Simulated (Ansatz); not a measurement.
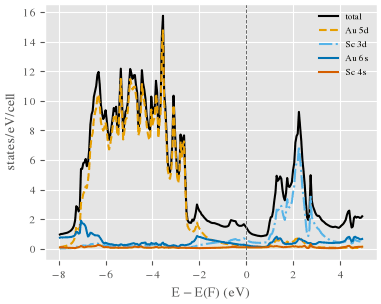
Total and projected density of states of ScAu4 in space group I4/m (No. 87; Sc on 2a, Au on 8h), r²SCAN (plane waves, PAW; program Ansatz)

Problem. Which orbitals carry the states next to the Fermi level?

Solution. Within 0.5 eV of the Fermi level: Sc 3d 40 %, Au 6s 17 %, Au 5d 14 %, Sc 4s 6 %, outside the projected shells 23 %. Projections are on Löwdin-orthogonalised atomic valence shells; empty p or d shells of many metals are not among them.

Problem. Where is the tallest occupied peak in this window, and what makes it?

Solution. Near -3.5 eV, about 16 states/eV per cell; the largest projected share is Au 5d.

The workflow started from a Materials Project entry (that database holds measured and hypothetical structures alike); the Crystallography Open Database copy checked does not list it. With Sc and Au taken as one species the cell has the higher symmetry Fm-3m, so it may be an ordered model of a mixed-site phase. Its standing as an ambient phase is unchecked. The r²SCAN relaxation kept the symmetry of its start; its stability against distortions is not shown here. The run is not spin-polarised. Spin–orbit coupling is left out wherever it is not named.

Potentials: the later of the program's two PAW sets.
